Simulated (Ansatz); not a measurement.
**Amorphous Ga12Sb12Te36**

A CHGNet melt-quench gave the starting glass, which DFT then relaxed. The hot cell started wider than the set density and was brought back towards it in steps. It is the lowest in DFT energy of 3 quenches. It is a model cell: composition and starting density were chosen by hand, and all elements were melted together. The geometry includes D3(BJ) dispersion.

Calculation: PBE-D3(BJ), scalar-relativistic without spin-orbit coupling, PAW (Ansatz default set, large-core Te) (plane waves to 420 eV; Ansatz, a quantum-chemistry and plane-wave program). Geometry, pressure, stress and energy are those of the PBE run. Its sampling: a 2×2×2 Γ-centred mesh; Fermi-Dirac width 0.05 eV; no spin polarisation. The levels at the Fermi energy are partly filled. A closed spacing in one fast-quenched cell at PBE doesn't show the material to be a metal.

| Property | Value |
|---|---|
| Number of atoms in the cell | 60 |
| Density (volume relaxed, with D3(BJ)) | 6.18 g/cm³ |
| Volume per atom | 30.85 Å^3 |
| Pressure on a 2×2×2 Γ-centred mesh | 1.1 kbar |
| Largest force and stress component on that mesh (the relaxation ran on one k-point at (1/4, 1/4, 1/4)) | 0.16 eV/Å and 0.2 GPa |
| Gap on a 2×2×2 Γ-centred mesh (PBE) | within the smearing (under twice its width) |

Cut-offs for bonds: Ga-Ga 2.93 Å, Ga-Sb 3.13 Å, Ga-Te 2.98 Å, Sb-Sb 3.34 Å, Sb-Te 3.42 Å, Te-Te 3.31 Å.

```json
{
 "Mean coordination of Ga": "3.67 (1 with 0, 11 with 4)",
 "Mean coordination of Sb": "4.67 (1 with 3, 4 with 4, 5 with 5, 2 with 6)",
 "Mean coordination of Te": "3.00 (7 with 2, 22 with 3, 7 with 4)",
 "Mean Sb-Te bond": "3.078 Å (spread 0.165 Å, 53 counted)",
 "Mean Ga-Te bond": "2.681 Å (spread 0.047 Å, 43 counted)"
}
```

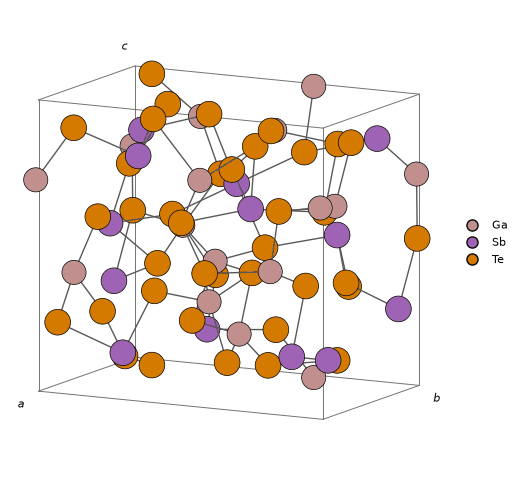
Figure: The relaxed cell

Its density started from a set value of 5.94 g/cm³. The quench (nominally 79 K/ps over its main leg) was far faster than any real one, so the model tends to hold more defects than a real film. A cell of this size samples the disorder only roughly. Volume and shape were free in the relaxation. On a 2×2×2 Γ-centred mesh force components of up to 0.16 eV/Å stay, since the relaxation ran on one k-point at (1/4, 1/4, 1/4).
